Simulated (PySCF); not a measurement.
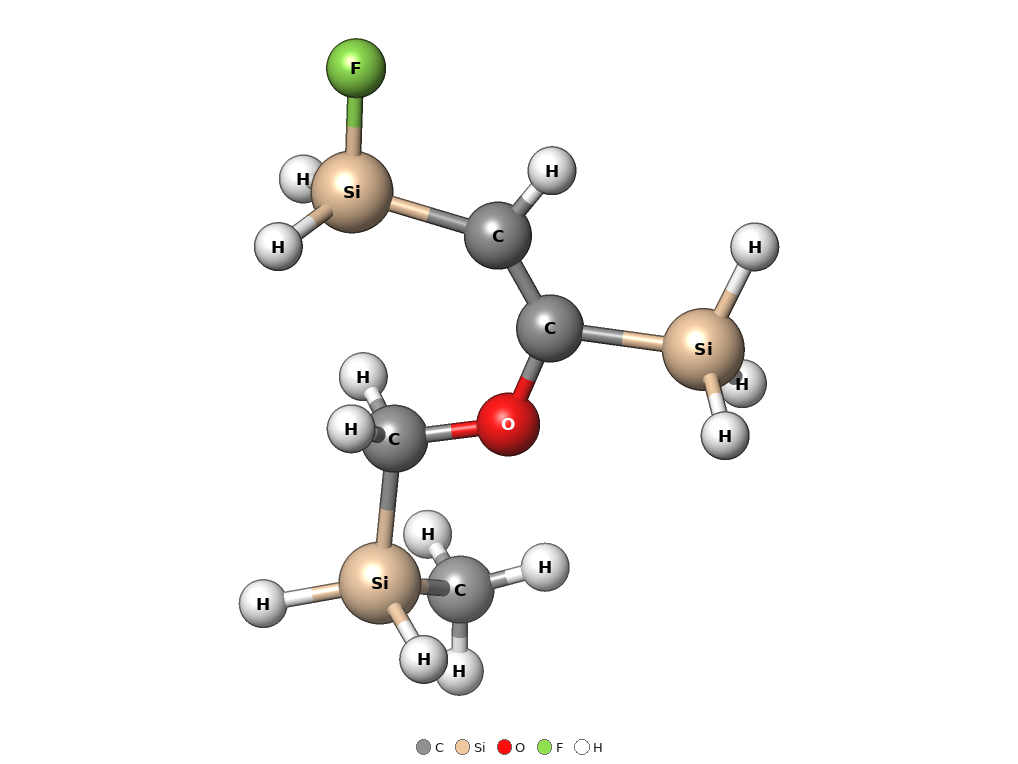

The geometry was computed by an optimisation with GFN2-xTB. No frequency run is at hand to confirm it as a minimum. Level of theory: PBE0/pcSseg-1, gas phase (PySCF 2.14.0).

Computed properties:

The species is C₄H₁₃FOSi₃ (`C[SiH2]CO/C([SiH3])=C\[SiH2]F`).
- dipole moment: 2.71 D
- HOMO energy (Kohn–Sham orbital): −7.19 eV
- LUMO energy (Kohn–Sham orbital): −0.57 eV
- HOMO–LUMO gap: 6.62 eV

The geometry is semi-empirical. Around Si such bond lengths and angles can be off by a tenth of an ångström or more and by several degrees, and values that hang on the shape move with them.
